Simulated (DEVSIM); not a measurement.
Device: Mo/SiO2/p-InP capacitor, at 300 K.

| layer (left to right) | material | thickness (nm) | Na (cm⁻³) |
|---|---|---|---|
| 1 | SiO2 | 2.00 | - |
| 2 | InP | 14000 | 2e15 |

Metal gate on the left, work function 4.6 eV. Fixed charge at the semiconductor interface 9.5e11 cm⁻² (in units of +e); interface traps 1e10 cm⁻² eV⁻¹, uniform in energy, neutral level at 0.5 of the gap above the valence band.

This is a model device: material constants are rounded textbook-type values typed into the input, and sizes, dopings and lifetimes were drawn at random. Values at 300 K.

```tsv
parameter	SiO2	InP
gap (eV)	9	1.344
affinity (eV)	0.9	4.38
permittivity	3.9	12.5
Nc (cm⁻³)	-	5.7e17
Nv (cm⁻³)	-	1.1e19
```

Model (solved in DEVSIM): 1D Poisson equation in equilibrium, Boltzmann statistics, complete ionisation; no quantum confinement or tunnelling. Metal contacts follow the ideal Schottky-Mott rule: no Fermi-level pinning, no interface dipoles.

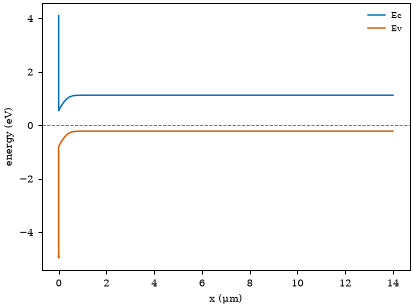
Figure. Band edges at -0.4 V on the gate

Energies count from the Fermi level of the right contact; mesh points crowd at the junctions.

```tsv
x (μm)	Ec (eV)	Ev (eV)	n (cm⁻³)	p (cm⁻³)	field (V/cm)
0.000	4.100	-4.900	< 1e2	< 1e2	-380000
0.0009215	4.065	-4.935	< 1e2	< 1e2	-380000
0.001789	4.032	-4.968	< 1e2	< 1e2	-380000
0.002975	0.545	-0.799	3.9e8	420000	18000
0.007376	0.553	-0.791	2.9e8	570000	18000
0.01609	0.569	-0.775	1.6e8	1000000	17000
0.03643	0.603	-0.741	4.2e7	4000000	17000
0.1098	0.719	-0.625	470000	3.5e8	15000
0.2550	0.903	-0.441	380	4.3e11	11000
0.5940	1.102	-0.242	< 1e2	9.3e14	1900
1.339	1.121	-0.223	< 1e2	2.0e15	≈ 0
4.096	1.121	-0.223	< 1e2	2.0e15	≈ 0
8.843	1.121	-0.223	< 1e2	2.0e15	≈ 0
11.79	1.121	-0.223	< 1e2	2.0e15	≈ 0
13.28	1.121	-0.223	< 1e2	2.0e15	≈ 0
13.69	1.121	-0.223	< 1e2	2.0e15	≈ 0
13.87	1.121	-0.223	< 1e2	2.0e15	≈ 0
13.94	1.121	-0.223	< 1e2	2.0e15	≈ 0
13.98	1.121	-0.223	< 1e2	2.0e15	≈ 0
13.99	1.121	-0.223	< 1e2	2.0e15	≈ 0
14.00	1.121	-0.223	< 1e2	2.0e15	≈ 0
14.00	1.121	-0.223	< 1e2	2.0e15	≈ 0
```
